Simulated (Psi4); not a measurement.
**CH5Al (SMILES [H][Al]([H])[CH3]): levels of theory compared**

We compute a comparison of 3 runs (BHLYP/aug-cc-pVDZ, M06-L/aug-cc-pVDZ, r2SCAN/aug-cc-pVDZ) of CH5Al. 

The calculation is run with Psi4 1.11.

4 further runs of the same task are left out: 4 that didn't finish.

### 1 The system as given

The species is CH5Al (7 atoms), meant as a singlet with charge 0. SMILES: `[H][Al]([H])[CH3]`. Geometry: a GFN2-xTB relaxation, a rough one for these elements and not checked as a minimum.

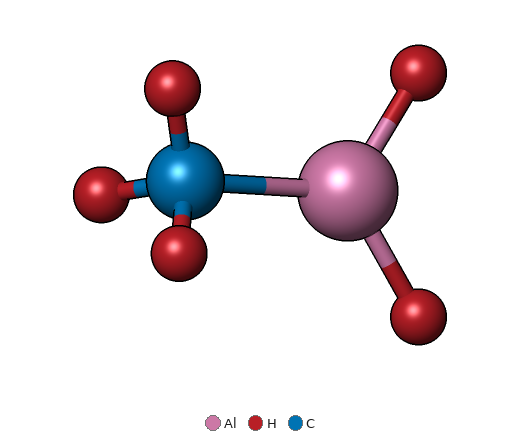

Viewed from a chosen angle; aluminium pink, hydrogen red, carbon blue.

### 2 Energy and gradient at BHLYP/aug-cc-pVDZ (run 1)

The input, job.dat:

```
memory 1600 mb

molecule m {
  Al     0.532240     0.925980    -0.002840
  H      2.079610     1.030730     0.039470
  H     -0.157080     2.315610    -0.032820
  C     -0.456800    -0.794540    -0.002750
  H     -0.578610    -1.223840    -1.005100
  H     -1.469240    -0.690290     0.408830
  H      0.049890    -1.563640     0.595200
  symmetry c1
}

set basis aug-cc-pVDZ
set reference rks
set puream true
set e_convergence 1e-09
set d_convergence 1e-08
set scf_type pk
set dft_radial_points 99
set dft_spherical_points 590

energy_value, wavefunction = gradient("bhhlyp", return_wfn=True)
oeprop(wavefunction, "QUADRUPOLE", "DIPOLE", "MULLIKEN_CHARGES", title="BHHLYP")
```

Run with:

```
$ psi4 -i job.dat -o job.out -n 1
```

job.out:

```text
[...]
  Running in c1 symmetry.
[...]
  Nuclear repulsion =   50.267355864409339
[...]
  Multiplicity = 1
[...]
  Nalpha       = 12
  Nbeta        = 12
[...]
    Number of basis functions: 95
[...]
   @RKS iter   1:  -283.27884193619832   -5.40451e-01   6.71727e-03 ADIIS/DIIS
[...]
   @RKS iter   9:  -283.49474628149534   -6.99174e-12   5.30044e-09 DIIS
[...]
  @RKS Final Energy:  -283.49474628149534
   => Energetics <=
    Nuclear Repulsion Energy =             50.2673558644093390
    One-Electron Energy =                -490.9640125166122857
    Two-Electron Energy =                 170.5713153922398817
    DFT Exchange-Correlation Energy =     -13.3694050215322591
    Empirical Dispersion Energy =           0.0000000000000000
    VV10 Nonlocal Energy =                  0.0000000000000000
    Total Energy =                       -283.4947462814953383
[...]
  -Total Gradient:
     Atom            X                  Y                   Z
    ------   -----------------  -----------------  -----------------
       1        0.005012357488     0.008902182872     0.000405664005
       2       -0.009631069721     0.003923984017    -0.000151387394
       3        0.008187111364    -0.006330231783     0.000418939003
       4        0.000665561917    -0.000208250010    -0.003340764541
       5       -0.001519044300    -0.002418210818     0.000110635007
       6       -0.002266921280    -0.001364716409     0.001156067429
       7       -0.000447556306    -0.002503952971     0.001400867739
[...]
 Multipole Moments:
 ------------------------------------------------------------------------------------
     Multipole            Electronic (a.u.)      Nuclear  (a.u.)        Total (a.u.)
 ------------------------------------------------------------------------------------
 L = 1.  Multiply by 2.5417464519 to convert [e a0] to [Debye]
 Dipole X            :          1.1555644           -1.3162148           -0.1606504
 Dipole Y            :          2.0094798           -2.2902877           -0.2808079
 Dipole Z            :         -0.0223353            0.0167482           -0.0055871
 Magnitude           :                                                    0.3235628
 L = 2.  Multiply by 1.3450342976 to convert [e a0^2] to [Debye ang]
 Quadrupole XX       :        -58.2265856           39.6346617          -18.5919239
 Quadrupole XY       :        -38.8746192           38.6512852           -0.2233340
[...]
```

It took 35 s on 1 thread of AMD EPYC 7R43 (Zen 3), shared host; peak memory 0.82 GiB.

### 3 Energy and gradient at M06-L/aug-cc-pVDZ (run 2)

The input, ch5al.xyz:

```xyz
7
CH5Al
Al     0.532240     0.925980    -0.002840
H      2.079610     1.030730     0.039470
H     -0.157080     2.315610    -0.032820
C     -0.456800    -0.794540    -0.002750
H     -0.578610    -1.223840    -1.005100
H     -1.469240    -0.690290     0.408830
H      0.049890    -1.563640     0.595200
```

The input, calc.py:

```python
import psi4

psi4.set_memory('1600 MB')
psi4.set_num_threads(1)
psi4.core.set_output_file('run.log', False)

with open('ch5al.xyz') as f:
    atoms = ''.join(f.readlines()[2:])
molecule = psi4.geometry('0 1\n' + atoms + 'symmetry c1\nno_reorient\nno_com')

psi4.set_options({
    'puream': True,
    'e_convergence': 1e-09,
    'd_convergence': 1e-08,
    'scf_type': 'pk',
    'dft_radial_points': 99,
    'dft_spherical_points': 590,
})

e_tot, wfn = psi4.gradient('m06-l/aug-cc-pVDZ', molecule=molecule, return_wfn=True)
psi4.oeprop(wfn, 'QUADRUPOLE', 'LOWDIN_CHARGES', 'MAYER_INDICES')
print('gradient / Eh bohr^-1')
print(e_tot.np.round(6))
print(f'energy = {wfn.energy():.10f} Eh')
```

Run with:

```
$ python calc.py
```

run.log:

```text
[...]
  Running in c1 symmetry.
[...]
  Nuclear repulsion =   50.267355864409339
[...]
  Multiplicity = 1
[...]
  Nalpha       = 12
  Nbeta        = 12
[...]
    Number of basis functions: 95
[...]
   @RKS iter   1:  -283.13956048603706   -3.29124e-01   8.68869e-03 DIIS/ADIIS
[...]
   @RKS iter  11:  -283.51218312010184   -4.66116e-12   7.99087e-09 DIIS
[...]
  @RKS Final Energy:  -283.51218312010184
   => Energetics <=
    Nuclear Repulsion Energy =             50.2673558644093390
    One-Electron Energy =                -491.0981126676360304
    Two-Electron Energy =                 183.2677293291040712
    DFT Exchange-Correlation Energy =     -25.9491556459792676
    Empirical Dispersion Energy =           0.0000000000000000
    VV10 Nonlocal Energy =                  0.0000000000000000
    Total Energy =                       -283.5121831201018381
[...]
  -Total Gradient:
     Atom            X                  Y                   Z
    ------   -----------------  -----------------  -----------------
       1        0.005668644153     0.010058263295     0.000414458112
       2       -0.010103886269     0.003811544398    -0.000180097873
       3        0.008334055662    -0.006791009487     0.000411803107
       4       -0.002962492607    -0.006537858510    -0.003263498456
       5       -0.000664094925    -0.000278556543     0.002821850194
       6        0.001267388460    -0.000902150633     0.000030789747
       7       -0.001548601044     0.000628717425    -0.000237968392
[...]
 Multipole Moments:
 ------------------------------------------------------------------------------------
     Multipole            Electronic (a.u.)      Nuclear  (a.u.)        Total (a.u.)
 ------------------------------------------------------------------------------------
 L = 1.  Multiply by 2.5417464519 to convert [e a0] to [Debye]
 Dipole X            :         -7.9026670            7.7533384           -0.1493286
 Dipole Y            :        -13.7530651           13.4908871           -0.2621780
 Dipole Z            :          0.0831524           -0.0904045           -0.0072521
 Magnitude           :                                                    0.3018094
 L = 2.  Multiply by 1.3450342976 to convert [e a0^2] to [Debye ang]
 Quadrupole XX       :        -60.2538098           42.0672382          -18.1865716
 Quadrupole XY       :        -43.2686550           42.8839894           -0.3846656
[...]
```

The script printed:

```text
gradient / Eh bohr^-1
[[ 5.6690e-03  1.0058e-02  4.1400e-04]
 [-1.0104e-02  3.8120e-03 -1.8000e-04]
 [ 8.3340e-03 -6.7910e-03  4.1200e-04]
 [-2.9620e-03 -6.5380e-03 -3.2630e-03]
 [-6.6400e-04 -2.7900e-04  2.8220e-03]
 [ 1.2670e-03 -9.0200e-04  3.1000e-05]
 [-1.5490e-03  6.2900e-04 -2.3800e-04]]
energy = -283.5121831201 Eh
```

It took 75 s on 1 thread of AMD EPYC 7R43 (Zen 3), shared host; peak memory 0.9 GiB.

### 4 Energy and gradient at r2SCAN/aug-cc-pVDZ (run 3)

The input, input.json:

```json
{
  "schema_name": "qcschema_input",
  "schema_version": 1,
  "molecule": {
    "schema_name": "qcschema_molecule",
    "schema_version": 2,
    "symbols": ["Al", "H", "H", "C", "H", "H", "H"],
    "geometry": [1.00578783, 1.7498486, -0.00536682, 3.92989335, 1.94779741, 0.07458749, -0.29683818, 4.37586871, -0.06202081, -0.86322689, -1.501463, -0.00519675, -1.09341443, -2.31272242, -1.89936373, -2.77646121, -1.30445905, 0.77257673, 0.09427844, -2.95485136, 1.12476499],
    "molecular_charge": 0,
    "molecular_multiplicity": 1,
    "fix_symmetry": "c1",
    "fix_com": true,
    "fix_orientation": true
  },
  "driver": "gradient",
  "model": {
    "method": "r2scan",
    "basis": "aug-cc-pVDZ"
  },
  "keywords": {
    "reference": "rks",
    "puream": true,
    "e_convergence": 1e-09,
    "d_convergence": 1e-08,
    "scf_type": "pk",
    "dft_radial_points": 99,
    "dft_spherical_points": 590,
    "scf_properties": ["MULLIKEN_CHARGES", "QUADRUPOLE", "MAYER_INDICES"]
  }
}
```

Run with:

```
$ psi4 --qcschema input.json -n 1 --memory 1600MB
```

stdout:

```text
[...]
  Running in c1 symmetry.
[...]
  Nuclear repulsion =   50.267355857641746
[...]
  Multiplicity = 1
[...]
  Nalpha       = 12
  Nbeta        = 12
[...]
    Number of basis functions: 95
[...]
   @RKS iter   1:  -283.08382812284640   -2.87526e-01   8.78220e-03 DIIS/ADIIS
[...]
   @RKS iter  11:  -283.46122301360754   -2.61480e-12   1.35120e-09 DIIS
[...]
  @RKS Final Energy:  -283.46122301360754
   => Energetics <=
    Nuclear Repulsion Energy =             50.2673558576417463
    One-Electron Energy =                -490.9525016074576342
    Two-Electron Energy =                 183.0946010886408999
    DFT Exchange-Correlation Energy =     -25.8706783524325559
    Empirical Dispersion Energy =           0.0000000000000000
    VV10 Nonlocal Energy =                  0.0000000000000000
    Total Energy =                       -283.4612230136075368
[...]
 Multipole Moments:
 ------------------------------------------------------------------------------------
     Multipole            Electronic (a.u.)      Nuclear  (a.u.)        Total (a.u.)
 ------------------------------------------------------------------------------------
 L = 1.  Multiply by 2.5417464519 to convert [e a0] to [Debye]
 Dipole X            :         -7.9283199            7.7533384           -0.1749815
 Dipole Y            :        -13.7970370           13.4908871           -0.3061499
 Dipole Z            :          0.0845437           -0.0904045           -0.0058608
 Magnitude           :                                                    0.3526764
 L = 2.  Multiply by 1.3450342976 to convert [e a0^2] to [Debye ang]
 Quadrupole XX       :        -60.6409270           42.0672381          -18.5736889
 Quadrupole XY       :        -43.2491909           42.8839894           -0.3652015
[...]
  -Total Gradient:
     Atom            X                  Y                   Z
    ------   -----------------  -----------------  -----------------
       1        0.006187801287     0.010967138502     0.000462211882
       2       -0.013057364986     0.003583602911    -0.000256744413
       3        0.009620687717    -0.009461532211     0.000470987978
       4       -0.001997142682    -0.005032150214    -0.003564697458
       5       -0.000713268352    -0.000002240170     0.004416733790
       6        0.002467762439    -0.001447919990    -0.000486452048
       7       -0.002536166852     0.001345463950    -0.001042700315
[...]
```

The result, in JSON:

```text
{
 "driver": "gradient",
 "model": {
  "method": "r2scan",
  "basis": "aug-cc-pVDZ"
 },
 "success": true,
 "return_result": [0.006187801286907886, 0.010967138502184504, 0.0004622118821016991, -0.013057364985732567, 0.003583602911407094, -0.00025674441328238894, 0.009620687717195098, -0.00946153221134921, 0.00047098797841518695, -0.001997142681677902, -0.005032150213723469, -0.0035646974577691337, -0.0007132683518871474, -2.2401699835000732e-06, 0.004416733789925825, 0.0024677624394087716, -0.0014479199903412298, -0.0004864520480093726, -0.00253616685191084, 0.0013454639499143328, -0.0010427003147618213],
 "properties": {
  "calcinfo_nbasis": 95,
  "calcinfo_nmo": 95,
  "calcinfo_nalpha": 12,
  "calcinfo_nbeta": 12,
  "calcinfo_natom": 7,
  "nuclear_repulsion_energy": 50.267355857641746,
  "return_energy": -283.46122301360754,
  "return_gradient": [0.006187801286907886, 0.010967138502184504, 0.0004622118821016991, -0.013057364985732567, 0.003583602911407094, -0.00025674441328238894, 0.009620687717195098, -0.00946153221134921, 0.00047098797841518695, -0.001997142681677902, -0.005032150213723469, -0.0035646974577691337, -0.0007132683518871474, -2.2401699835000732e-06, 0.004416733789925825, 0.0024677624394087716, -0.0014479199903412298, -0.0004864520480093726, -0.00253616685191084, 0.0013454639499143328, -0.0010427003147618213],
  "scf_one_electron_energy": -490.95250160745763,
  "scf_two_electron_energy": 183.0946010886409,
  "scf_xc_energy": -25.870678352432556,
  "scf_dipole_moment": [-0.17498152043471915, -0.3061499335762399, -0.005860826725482729],
  "scf_total_energy": -283.46122301360754,
  "scf_total_gradient": [0.006187801286907886, 0.010967138502184504, 0.0004622118821016991, -0.013057364985732567, 0.003583602911407094, -0.00025674441328238894, 0.009620687717195098, -0.00946153221134921, 0.00047098797841518695, -0.001997142681677902, -0.005032150213723469, -0.0035646974577691337, -0.0007132683518871474, -2.2401699835000732e-06, 0.004416733789925825, 0.0024677624394087716, -0.0014479199903412298, -0.0004864520480093726, -0.00253616685191084, 0.0013454639499143328, -0.0010427003147618213],
  "scf_iterations": 11
 }
}
```

Run time: 94 s. Hardware: 1 thread of AMD EPYC 7R43 (Zen 3), shared host; peak memory 0.91 GiB.

### 5 All runs side by side

| run | level | energy (Eh) | dipole moment (D) | HOMO energy (eV) | LUMO energy (eV) | wall time |
| --- | --- | --- | --- | --- | --- | --- |
| 1 | BHLYP/aug-cc-pVDZ | -283.494746 | 0.82 | -9.38 | -0.69 | 35 s |
| 2 | M06-L/aug-cc-pVDZ | -283.512183 | 0.77 | -7.08 | -1.54 | 75 s |
| 3 | r2SCAN/aug-cc-pVDZ | -283.461223 | 0.90 | -7.20 | -1.77 | 94 s |

### 6 What came out

| quantity | value |
| --- | --- |
| run 3: total energy | -283.46122 Eh |
| run 3: dipole moment | 0.90 D |
| run 3: HOMO energy | -7.20 eV |
| run 3: LUMO energy | -1.77 eV |
| run 3: HOMO–LUMO gap | 5.43 eV |
| run 3: largest force on an atom | 0.696 eV/Å |

In words: The dipole moment (its size) runs from 0.77 D (M06-L/aug-cc-pVDZ) to 0.90 D (r2SCAN/aug-cc-pVDZ). The HOMO–LUMO gap runs from 5.43 eV (r2SCAN/aug-cc-pVDZ) to 8.69 eV (BHLYP/aug-cc-pVDZ). Totals of different functionals can't be ranked against each other. All runs together took 3.4 min, the longest 94 s.
